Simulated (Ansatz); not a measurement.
Input file:

```
basis:
  gaussian:
    orbitals: def2-TZVPD
crystal:
  periodic: [false, false, false]
  atoms:
    - {symbol: C, position_ang: [1.112141, 2.466509, 1.600503]}
    - {symbol: C, position_ang: [1.022315, 2.251134, 0.345384]}
    - {symbol: Ge, position_ang: [1.178724, 2.706326, -1.431315]}
    - {symbol: O, position_ang: [1.170832, 2.599648, 2.795325]}
    - {symbol: H, position_ang: [0.653444, 1.311764, -2.094364]}
total_charge: -1
magnetization:
  spin_polarized: false
  initial_magnetization: 0
hamiltonian:
  xc: {name: PBE0}
output: {forces: true, orbitals: {seedname: orbitals}}
```

Command:

```sh
ansatz run input.yaml --threads 2 --pin off --max-ram 4350MiB --events-out events.jsonl --progress --plain --runs-dir runs
```

Geometry: PBE0-D3(BJ)/def2-SVPD.

Computed with Ansatz, isolated molecule in a Gaussian basis; Kohn-Sham density functional theory, functional PBE0.

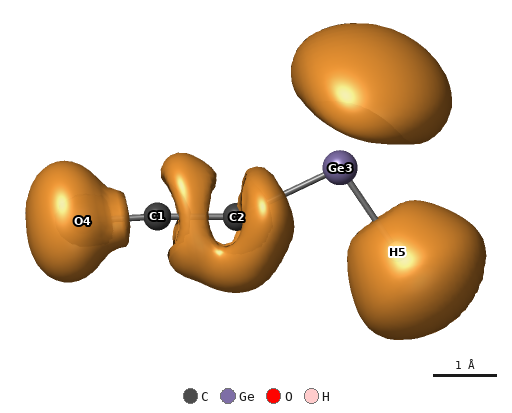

C2HGeO (SMILES O=C=[C]=[GeH-]) (charge −1). Isosurface of the ELF at 0.75 (orange), seen across its widest extent. Core shells and regions of very low density are left out.

### What do the ELF domains correspond to?

At this value the surface marks out one region around a hydrogen nucleus, one region on C in which the atom's valence shell and bonds are merged, one region on O in which the atom's valence shell and bonds are merged and one lobe on Ge, pointing away from the bonds (lone pairs).

Values along the shortest contacts:
C–O (1.20 Å): the ELF peaks at about 0.85 between the atoms; a short, multiple covalent bond. C–C (1.28 Å): the ELF peaks at about 0.90 between the atoms: a short, multiple covalent bond.
